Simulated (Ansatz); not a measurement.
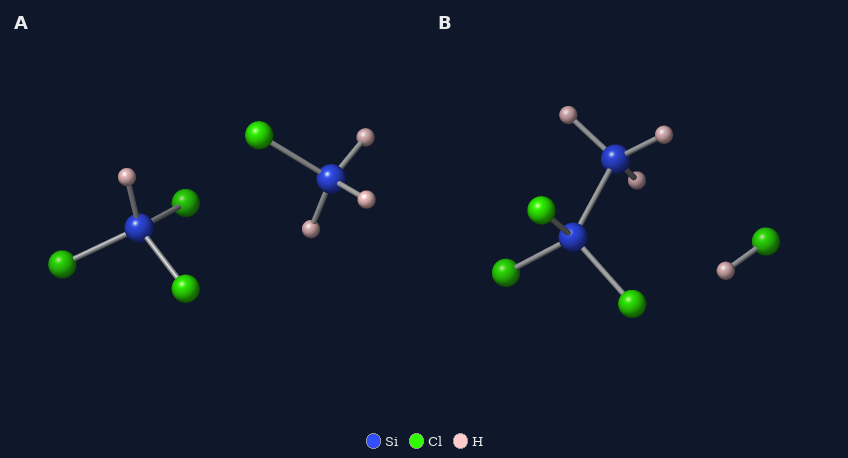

2 stationary structures of one formula. Geometries: PBE0-D4/def2-TZVP. Electronic energies: CCSD(T)/CBS (MP2 limit from def2-TZVPP and def2-QZVPP plus CCSD(T) − MP2) (Ansatz 0.2.0), without zero-point energy. Each is one conformer, not always the lowest.

**Rank them by energy, lowest first.**

A is lowest (a saddle point of order 1); B lies 21.6 kcal/mol above it (a minimum).
